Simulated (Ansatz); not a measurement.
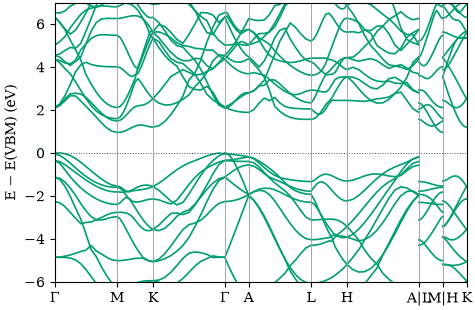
Fig. 1. Band structure from DFT-PBE in the program Ansatz with PAW potentials

Question: Read off the gap and where the band edges lie.

Answer: About 1.0 eV (0.95 eV by a search for the band edges); maximum at Γ, minimum at M.

Question: Which compound is it?
A. BAs, P6_422 (B on 3c, As on 3d)
B. BeS, P6_422 (Be on 3c, S on 3d)
C. Ge3N4, P6_3/m (Ge on 6h, N on 2c, N on 6h)
D. AlP, P6_222 (Al on 3d, P on 3c)

Answer: D, AlP, P6_222 (Al on 3d, P on 3c)

The start of the workflow was typed in or built on a structure type; neither database checked (COD, Materials Project) lists it. It is not the phase usual at ambient conditions (space group No. 216). The PBE relaxation kept the symmetry of its start; whether a distortion lowers the energy is not shown.

Potentials: the earlier of the program's two PAW sets.
